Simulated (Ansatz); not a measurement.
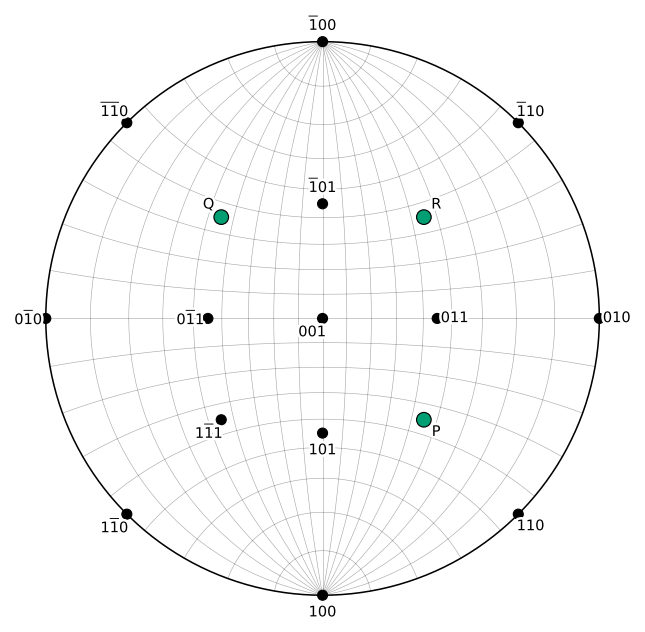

Crystal: NaCuH3, the input geometry of an electronic-structure calculation (not necessarily at equilibrium); the starting structure was generated, so it need not be a known form of this composition. Stereographic projection of plane normals (upper hemisphere) centred on (0 0 1). The drawing is computed from the coordinates (standard cell, symmetry found to 0.002 Å).

a = 3.504 Å, b = 3.504 Å, c = 3.504 Å, α = 90.00°, β = 90.00°, γ = 90.00°.

Index the poles marked P, Q, R.

P is (1 1 1), 54.7° from the centre; Q is (−1 −1 1), 54.7° from the centre; R is (−1 1 1), 54.7° from the centre.

What is the angle between the normals of (−1 0 1) and (−1 1 1), and what are their d_hkl = 1/|g|?

35.3°; d = 2.478 Å and 2.023 Å.
